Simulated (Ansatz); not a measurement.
# One shape, several levels: BH5S (SMILES [BH3-][SH2+])

We compute a comparison of 6 runs (HSE06/STO-3G, PBE0/STO-3G, wB97X/STO-3G, CCSDT/STO-3G, UCCSD(T)/STO-3G, FCI/STO-3G) of BH5S. 

Program for the calculation: Ansatz 0.2.0.

50 further runs of the same task are left out: 1 that didn't finish, 49 set aside as unsound or not needed.

## Step 1: The system as given

BH5S: 7 atoms, total charge 0, spin state singlet. SMILES: `[BH3-][SH2+]`. The H4–B1 distance was set to 1.804 Å, away from the relaxed value. At this shape a bond of the SMILES string is far longer than usual.

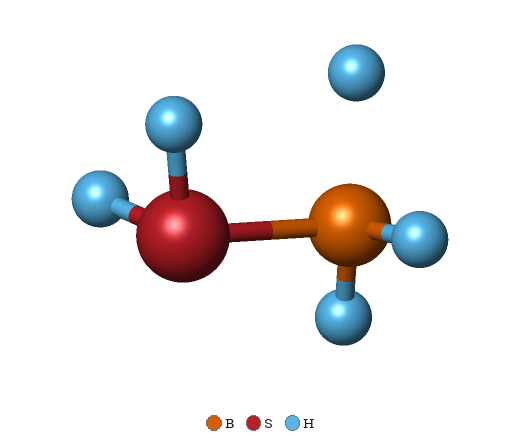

Viewed from a chosen angle; boron orange, sulfur red, hydrogen blue.

## Step 2: A single-point energy at HSE06/STO-3G (run 1)

Input file in.yaml:

```yaml
basis:
  gaussian: {orbitals: STO-3G}
crystal:
  periodic: [false, false, false]
  atoms:
    - {symbol: B, position_ang: [-0.616197, 0.031531, -0.836288]}
    - {symbol: S, position_ang: [0.478003, 1.470631, -0.041088]}
    - {symbol: H, position_ang: [-1.713797, 0.529431, -0.763488]}
    - {symbol: H, position_ang: [-0.344400, -1.447600, 0.159700]}
    - {symbol: H, position_ang: [-0.165997, 0.010931, -1.956488]}
    - {symbol: H, position_ang: [0.195403, 1.396831, 1.272912]}
    - {symbol: H, position_ang: [1.684803, 0.898531, 0.126912]}
hamiltonian: {xc: {name: HSE06}}
accuracy: high
```

Launch:

```
$ ansatz run in.yaml --threads 1 --pin off --max-ram 2610MiB --events-out events.jsonl --progress --plain --runs-dir runs
```

What it wrote:

```text
Warning: RAYON_NUM_THREADS=1 ignored (pool sized by the plan → 1); use --threads N
Functional definition: HSE06
  name "HSE06"
  parameter a = 0.25
  parameter omega = 0.11/bohr
  exchange = pbe_x - a*pbe_x_sr(omega) + a*exact_x_sr(omega)
  correlation = pbe_c
332 factors; integrals over basis functions are off by at most 1.7e-8 eV
63 factors; integrals over basis functions are off by at most 5.9e-10 eV
mean field evaluation 1: about -11455.2211 eV, gradient 1.5e1 eV
mean field evaluation 2: about -11455.9934 eV, gradient 8.7e0 eV
mean field evaluation 4: about -11456.3414 eV, gradient 8.1e-1 eV
mean field evaluation 8: about -11456.2766 eV, gradient 8.2e-4 eV
mean field -11456.27658400 eV, -421.0103991187 hartree, gradient 5.5e-8 eV, S^2 0.000000; 0 other end points of the search recorded, 0 dependent functions left out
reference -11456.27658599 eV, -421.0103991919 hartree; 13, 13 occupied and 6, 6 virtual orbitals, 332 factors
Total energy: -11456.27658599 eV, -421.0103991919 hartree
```

Run time: 1.5 s. Hardware: 1 thread of Arm Neoverse V1, shared host; peak memory 0.099 GiB.

## Step 3: The energy at PBE0/STO-3G (run 2)

Input file molecule.yaml:

```yaml
crystal:
  periodic: [false, false, false]
  atoms:
    - {symbol: B, position_ang: [-0.616197, 0.031531, -0.836288]}
    - {symbol: S, position_ang: [0.478003, 1.470631, -0.041088]}
    - {symbol: H, position_ang: [-1.713797, 0.529431, -0.763488]}
    - {symbol: H, position_ang: [-0.344400, -1.447600, 0.159700]}
    - {symbol: H, position_ang: [-0.165997, 0.010931, -1.956488]}
    - {symbol: H, position_ang: [0.195403, 1.396831, 1.272912]}
    - {symbol: H, position_ang: [1.684803, 0.898531, 0.126912]}
basis:
  gaussian:
    orbitals: STO-3G
hamiltonian:
  xc: {name: PBE0}
accuracy: high
```

Launch:

```
$ ansatz run molecule.yaml --threads 1 --pin off --max-ram 2610MiB --events-out events.jsonl --progress --plain --runs-dir runs
```

What it wrote:

```text
Warning: RAYON_NUM_THREADS=1 ignored (pool sized by the plan → 1); use --threads N
Functional definition: PBE0
  name "PBE0"
[... 1 set-up line as earlier in the session ...]
  parameter kappa = 0.804
  parameter beta = 0.06672455060314922
  exchange = (1 - a)*pbe_x(kappa = kappa, mu = beta*pi^2/3) + a*exact_x
  correlation = pbe_c(beta = beta)
332 factors; integrals over basis functions are off by at most 1.7e-8 eV
mean field evaluation 1: about -11455.5470 eV, gradient 1.4e1 eV
mean field evaluation 2: about -11456.3625 eV, gradient 7.5e0 eV
mean field evaluation 4: about -11456.6165 eV, gradient 6.5e-1 eV
mean field evaluation 8: about -11456.5498 eV, gradient 1.1e-3 eV
mean field evaluation 16: about -11456.5498 eV, gradient 6.9e-9 eV
mean field -11456.54977259 eV, -421.0204386145 hartree, gradient 6.9e-9 eV, S^2 0.000000; 0 other end points of the search recorded, 0 dependent functions left out
reference -11456.54977409 eV, -421.0204386694 hartree; 13, 13 occupied and 6, 6 virtual orbitals, 332 factors
Total energy: -11456.54977409 eV, -421.0204386694 hartree
```

Wall time 1.2 s (1 thread of Arm Neoverse V1, shared host); peak memory 0.098 GiB.

Run 3 isn't shown in full; the table further down has it.

## Step 4: The energy at CCSDT/STO-3G (run 4)

Input file run.yaml:

```yaml
crystal:
  periodic: [false, false, false]
  atoms:
    - {symbol: B, position_ang: [-0.616197, 0.031531, -0.836288]}
    - {symbol: S, position_ang: [0.478003, 1.470631, -0.041088]}
    - {symbol: H, position_ang: [-1.713797, 0.529431, -0.763488]}
    - {symbol: H, position_ang: [-0.344400, -1.447600, 0.159700]}
    - {symbol: H, position_ang: [-0.165997, 0.010931, -1.956488]}
    - {symbol: H, position_ang: [0.195403, 1.396831, 1.272912]}
    - {symbol: H, position_ang: [1.684803, 0.898531, 0.126912]}
basis:
  gaussian:
    orbitals: STO-3G
accuracy: high
scf:
  omitted_lower_state_checks: [cluster_reference, increment]
correlation:
  method: ccsdt
  frozen_orbitals: {B: 1, H: 0, S: 5}
```

Launch:

```
$ ansatz run run.yaml --threads 1 --pin off --max-ram 2610MiB --events-out events.jsonl --progress --plain --runs-dir runs
```

What it wrote, cut to the lines that bear on the results:

```text
Warning: RAYON_NUM_THREADS=1 ignored (pool sized by the plan → 1); use --threads N
Functional definition: HF
  name "HF"
[...]
332 factors; integrals over basis functions are off by at most 1.7e-8 eV
[...]
mean field -11436.83389016 eV, -420.2958932989 hartree, gradient 1.4e-8 eV, S^2 0.000000; 0 other end points of the search recorded, 0 dependent functions left out; unrestricted orbitals would lower it
6 core orbitals not correlated: weight in the atoms' cores, before any rotation towards them, 1.000 or more for the frozen orbitals, at most 0.000 for the correlated occupied ones
reference -11436.83389016 eV, -420.2958932989 hartree; 7, 7 occupied and 6, 6 virtual orbitals, 332 factors
second order -2.53489262 eV of doubles, -0.00000000 eV of singles
cycle   1  -3.27294057 eV  change   -7.4e-1 eV  update   8.3e-2
[...]
cycle  20  -3.77757037 eV  change  -4.0e-10 eV  update   1.4e-9
Total energy: -11440.61146053 eV, -420.4347164493 hartree
Checks for a lower state left out: cluster_reference, increment
```

Run time: 0.28 s. Hardware: 1 thread of Arm Neoverse V1, shared host.

Run 5 isn't shown in full; the table further down has it.

## Step 5: The energy at FCI/STO-3G (run 6)

Changes to molecule.yaml since step 3:

```diff
@@ -13,4 +13,6 @@
     orbitals: STO-3G
-hamiltonian:
-  xc: {name: PBE0}
+total_charge: 0
+correlation:
+  method: fci
+  frozen_orbitals: {B: 1, H: 0, S: 5}
 accuracy: high
```

Launch:

```
$ ansatz run molecule.yaml --threads 1 --pin off --max-ram 2610MiB --events-out events.jsonl --progress --plain --runs-dir runs
```

What it wrote:

```text
Warning: RAYON_NUM_THREADS=1 ignored (pool sized by the plan → 1); use --threads N
[... 2 set-up lines as earlier in the session ...]
  exchange = exact_x
  correlation = 0
332 factors; integrals over basis functions are off by at most 1.7e-8 eV
mean field evaluation 1: about -11435.5856 eV, gradient 1.4e1 eV
mean field evaluation 2: about -11435.6249 eV, gradient 1.4e1 eV
mean field evaluation 4: about -11436.8329 eV, gradient 7.3e-1 eV
mean field evaluation 8: about -11436.8339 eV, gradient 1.4e-4 eV
mean field -11436.83389016 eV, -420.2958932989 hartree, gradient 1.4e-8 eV, S^2 0.000000; 0 other end points of the search recorded, 0 dependent functions left out; unrestricted orbitals would lower it
mean field evaluation 16: about -11436.8428 eV, gradient 3.5e-1 eV
6 core orbitals not correlated: weight in the atoms' cores, before any rotation towards them, 1.000 or more for the frozen orbitals, at most 0.000 for the correlated occupied ones
reference -11436.83389016 eV, -420.2958932989 hartree; 7, 7 occupied and 6, 6 virtual orbitals, 332 factors
state -11440.60979097 eV, -420.4346550943 hartree
Total energy: -11440.60979097 eV, -420.4346550943 hartree
```

Run time: 12 s. Hardware: 1 thread of Arm Neoverse V1, shared host; peak memory 0.28 GiB.

## Step 6: The series

| run | level | frozen core orbitals | energy (Eh) | wall time |
| --- | --- | --- | --- | --- |
| 1 | HSE06/STO-3G | – | -421.010399 | 1.5 s |
| 2 | PBE0/STO-3G | – | -421.020439 | 1.2 s |
| 3 | wB97X/STO-3G | – | -421.186366 | 5.4 s |
| 4 | CCSDT/STO-3G | 6 | -420.434716 | 0.28 s |
| 5 | UCCSD(T)/STO-3G | 6 | -420.434317 | 0.3 s |
| 6 | FCI/STO-3G | 6 | -420.434655 | 12 s |

## Step 7: Outcome

| quantity | value |
| --- | --- |
| run 6: total energy | -420.43466 Eh |
| run 6: correlation energy (6 core orbitals frozen) | -138.8 mEh |

In words: Against full CI in this basis: CCSDT -0.1 mEh; UCCSD(T) +0.3 mEh. Totals of different functionals can't be ranked against each other. In run 4 the log says that unrestricted orbitals would lower the reference, so the values rest on an unstable closed-shell determinant (other closed-shell runs at this shape may share the fault). In runs 1, 2, 3, 4, 5, 6 the basis is minimal, so the values are rough. Spin contamination of the reference: run 5 ⟨S²⟩ = 0.12. All runs together took 21 s, the longest 12 s.
